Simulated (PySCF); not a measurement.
Consider C6H8FP (SMILES C=CC1=C(F)CCP1).

```xyz
16

C     0.9230   -0.4322    2.6744
C     1.1164   -0.2665    1.3822
C     0.0735   -0.0248    0.4651
C     0.0563    0.4365   -0.7894
F     1.2182    0.8467   -1.3770
C    -1.0939    0.3456   -1.6646
C    -2.3049   -0.1513   -0.8354
P    -1.6438   -0.6531    0.8554
H     1.7658   -0.4812    3.3236
H    -0.0407   -0.6505    3.0526
H     2.0814   -0.0916    0.9538
H    -0.8064   -0.3559   -2.4147
H    -1.3589    1.3756   -2.0722
H    -2.9263    0.6651   -0.4809
H    -2.8897   -0.9668   -1.1711
H    -1.3381   -2.0261    0.5196
```

Geometry: GFN2-xTB, MD frame at 250 fs, 400 K.

These are results of PBE0/pcSseg-1, SCF density, gas phase, non-relativistic (PySCF 2.14.0), not measurements.

Question: What can the converged electron density and electron localisation function tell about the bonding?

Answer: C–C (1.32 Å): ρ at the midpoint is about 2.4 e/Å³; the ELF peaks at about 0.95 between the atoms: a multiple bond.
C–F (1.37 Å): the density is about 2.1 e/Å³ at the midpoint, with its minimum of 1.7 e/Å³ about 0.5 Å from C; the ELF peaks at about 0.85 between the atoms; a polar covalent bond.
C–P (1.87 Å): the density is about 1.1 e/Å³ at the midpoint; the ELF peaks at about 0.95 between the atoms, as expected for localised, covalent bonding.
C–H (1.06 Å): ρ at the midpoint is about 2.1 e/Å³; the ELF climbs to about 1 towards the hydrogen, as it does in any bond to H (a covalent bond by its length).

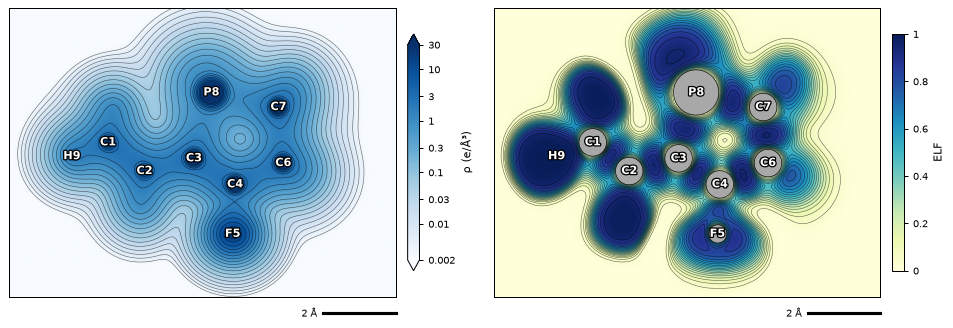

Computed electron density and electron localisation function on the plane of atoms C4, C3 and P8, in this order. Grey discs cover the atomic cores in the ELF map. 
